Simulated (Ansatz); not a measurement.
CH$_{8}$BFNSi (SMILES CB(F)[NH2+][SiH3]) (charge +1)

Input file:

```
crystal:
  periodic: [false, false, false]
  atoms:
    - symbol: C
      position_ang: [-2.593958, -2.040596, -1.188074]
    - symbol: B
      position_ang: [-1.255345, -2.465374, -1.826476]
    - symbol: F
      position_ang: [-0.969599, -3.654683, -2.300467]
    - symbol: "N"
      position_ang: [-0.056611, -1.492861, -1.969725]
    - symbol: Si
      position_ang: [1.291560, -1.729576, -0.613943]
    - symbol: H
      position_ang: [-3.321428, -1.846415, -1.992854]
    - symbol: H
      position_ang: [-2.549518, -1.139362, -0.568570]
    - symbol: H
      position_ang: [-3.019989, -2.860211, -0.598065]
    - symbol: H
      position_ang: [0.400707, -1.638825, -2.879634]
    - symbol: H
      position_ang: [-0.374901, -0.517580, -1.947518]
    - symbol: H
      position_ang: [0.496997, -1.788390, 0.624364]
    - symbol: H
      position_ang: [1.931721, -2.995309, -1.002683]
    - symbol: H
      position_ang: [2.125447, -0.525216, -0.760028]
basis:
  gaussian:
    orbitals: def2-SVPD
total_charge: 1
hamiltonian:
  xc: {name: PBE0}
output: {forces: true, orbitals: {seedname: orbitals}}
```

Run with:

```sh
ansatz run input.yaml --threads 2 --pin off --max-ram 4350MiB --events-out events.jsonl --progress --plain --runs-dir runs
```

Geometry: B3LYP/6-31G*.

These are results of isolated molecule in a Gaussian basis; Kohn-Sham density functional theory, functional PBE0 (Ansatz 0.2.0), not measurements.

Predict the electron density and electron localisation function between the atoms.

Answer. B–F (1.31 Å): the density is about 2.3 e/Å³ at the midpoint; the ELF peaks at about 0.85 between the atoms (a shared but strongly polarised pair).
C–B (1.54 Å): the density is about 1.5 e/Å³ at the midpoint; the ELF peaks at about 1 between the atoms; a shared electron pair.
B–N (1.55 Å): ρ is about 1.5 e/Å³ halfway; the ELF peaks at about 0.95 between the atoms: a shared but strongly polarised pair.

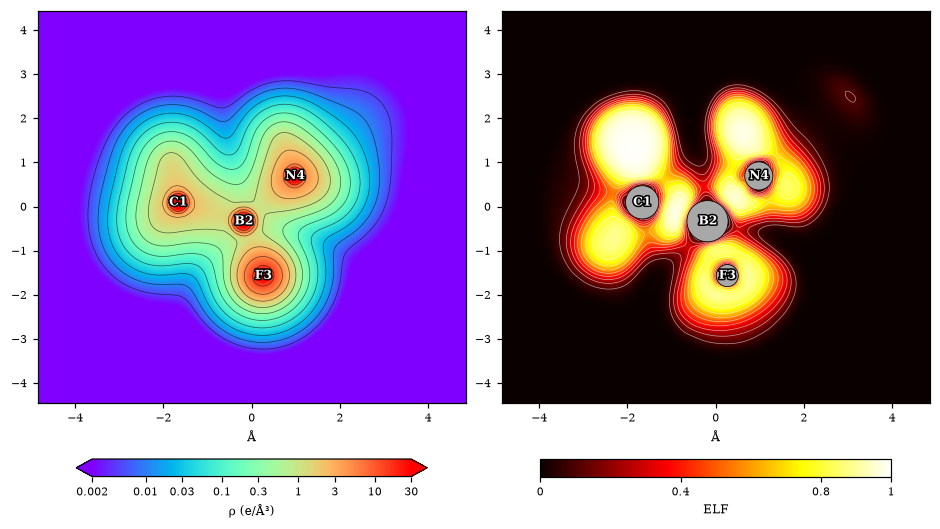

Computed electron density and electron localisation function on the plane of atoms C1, B2 and F3, in this order. Grey discs cover the atomic cores in the ELF map. 
